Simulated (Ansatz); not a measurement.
Process, species as SMILES: FCl (F-Cl) → Cl atom + F atom
B3LYP-D3(BJ)/def2-TZVP geometries, fixed; electronic energies without zero-point terms.

Basis-set convergence of the atomisation energy at HF with Ansatz (a quantum-chemistry and plane-wave program). Cartesian d functions, on some or all atoms, in 6-31G**, 6-31+G*; all else is spherical. Open shells are unrestricted. No added dispersion term, no relativity. Functions are those of the species that has most. Reference: the value in aug-cc-pV(5+d)Z, 8.15 kcal/mol, itself unsure by roughly 0.19 kcal/mol (its mean distance from pcseg-4, aug-pcseg-3, aug-cc-pV(Q+d)Z). Deviations are taken from unrounded values.

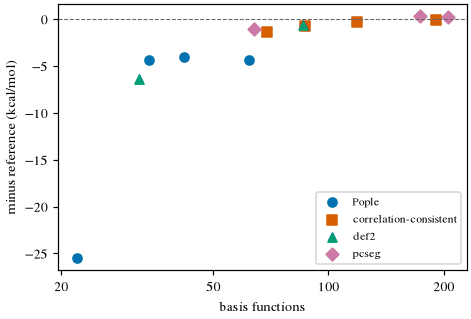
*Deviation from the reference against the number of basis functions, by family of sets.*

```json
[
 {"basis": "6-31G", "functions": "22", "atomisation energy (kcal/mol)": "-17.34", "minus reference (kcal/mol)": "-25.49"},
 {"basis": "def2-SVP", "functions": "32", "atomisation energy (kcal/mol)": "1.78", "minus reference (kcal/mol)": "-6.38"},
 {"basis": "6-31G**", "functions": "34", "atomisation energy (kcal/mol)": "3.81", "minus reference (kcal/mol)": "-4.35"},
 {"basis": "6-31+G*", "functions": "42", "atomisation energy (kcal/mol)": "4.12", "minus reference (kcal/mol)": "-4.04"},
 {"basis": "6-311++G(2d,2p)", "functions": "62", "atomisation energy (kcal/mol)": "3.78", "minus reference (kcal/mol)": "-4.37"},
 {"basis": "pcseg-2", "functions": "64", "atomisation energy (kcal/mol)": "7.11", "minus reference (kcal/mol)": "-1.04"},
 {"basis": "cc-pV(T+d)Z", "functions": "69", "atomisation energy (kcal/mol)": "6.78", "minus reference (kcal/mol)": "-1.38"},
 {"basis": "def2-TZVPD", "functions": "86", "atomisation energy (kcal/mol)": "7.52", "minus reference (kcal/mol)": "-0.63"},
 {"basis": "jun-cc-pV(T+d)Z", "functions": "87", "atomisation energy (kcal/mol)": "7.46", "minus reference (kcal/mol)": "-0.69"},
 {"basis": "cc-pV(Q+d)Z", "functions": "119", "atomisation energy (kcal/mol)": "7.84", "minus reference (kcal/mol)": "-0.32"},
 {"basis": "aug-pcseg-3", "functions": "174", "atomisation energy (kcal/mol)": "8.47", "minus reference (kcal/mol)": "0.31"},
 {"basis": "cc-pV(5+d)Z", "functions": "191", "atomisation energy (kcal/mol)": "8.09", "minus reference (kcal/mol)": "-0.06"},
 {"basis": "pcseg-4", "functions": "206", "atomisation energy (kcal/mol)": "8.35", "minus reference (kcal/mol)": "0.20"}
]
```
